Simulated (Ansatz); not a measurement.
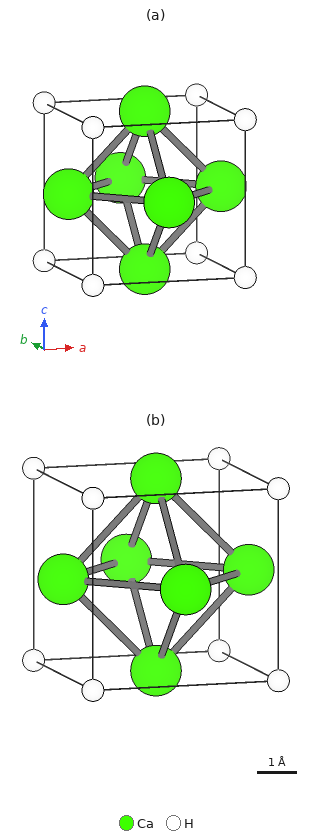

The structure of solid Ca3H (a generated structure, set up in Pm-3m) (coarse preliminary run) before (top) and after (bottom) a relaxation, at one scale.

The picture is a ball-and-stick view of the cell of the calculation, seen slightly off an axis.

The calculation used DFT PBE, scalar-relativistic, plane waves, PAW (Ansatz).

Input
```yaml
crystal:
  lattice:
    - [4.2052743, 0.0, 0.0]
    - [0.0, 4.2052743, 0.0]
    - [0.0, 0.0, 4.2052743]
  atoms:
    - { symbol: Ca, position: [0.5, 0.5, 0.0] }
    - { symbol: Ca, position: [0.5, 0.0, 0.5] }
    - { symbol: Ca, position: [0.0, 0.5, 0.5] }
    - { symbol: H, position: [0.0, 0.0, 0.0] }
basis:
  ecutwfc: 420
kpoints:
  mp_grid: { grid: [4, 4, 4] }
hamiltonian:
  xc: pbe
scf:
  occupations: { method: gaussian, width: 0.1 }
  lower_state_search: "off"
output:
  forces: true
  stress: true
  eigenvalues: true
relax:
  adjacent_minimum: "off"
  f_tol: 0.04
  max_steps: 70
  cell: { stress_tol: 0.4 }
```

Command:
```bash
ansatz run input.yaml --threads 1 --pin off --max-ram 2048MiB --backend cpu --events-out ev --progress --plain --runs-dir out
```

Q: Describe what moved and what it gained.

A: The energy falls by 2.916 eV per cell of the calculation in 6 accepted moves (8 points after the start). All forces vanish by symmetry, so only the cell relaxes. The pressure goes from 22.09 to 0.31 GPa. The SCF was repeated twice at an unchanged geometry on a basis and grid sized afresh for the cell, which shifted the energy by 88.5 meV per cell of the calculation at most. The atoms keep their places relative to the cell (all moves are under 0.005 Å). Cell: a = b = c 4.205 → 5.118 Å (+21.7 %). Volume +80.3 %. Among the contacts that change: Ca1–Ca2 2.974 → 3.619 Å. The space group stays Pm-3m (No. 221).

Limits of the set-up: the k-point mesh is coarse for a cell with partly filled bands.
